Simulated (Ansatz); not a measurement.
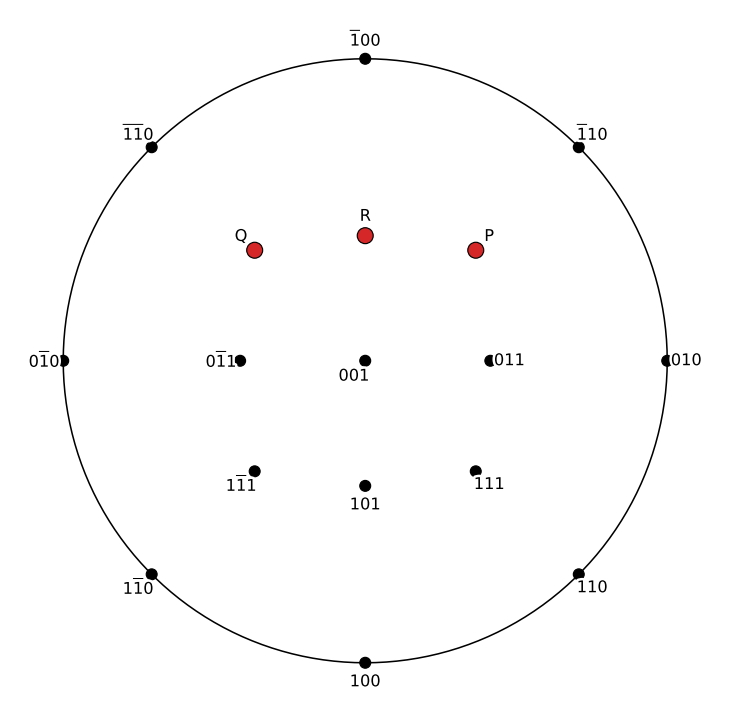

Stereographic projection of plane normals (upper hemisphere) centred on (0 0 1). Crystal: AlRu4, the input geometry of an electronic-structure calculation (not necessarily at equilibrium); the starting structure was generated, so it need not be a known form of this composition. All values are computed from the atomic coordinates in the standard setting (tolerance 0.002 Å).

a = 4.358 Å, b = 4.358 Å, c = 4.358 Å, α = 90.00°, β = 90.00°, γ = 90.00°.

### Index the poles marked P, Q, R.

P is (−1 1 1), 54.7° from the centre; Q is (−1 −1 1), 54.7° from the centre; R is (−1 0 1), 45.0° from the centre.

### What is the angle between the normals of (1 1 1) and (1 0 0), and what are their d_hkl = 1/|g|?

54.7°; d = 2.516 Å and 4.358 Å.
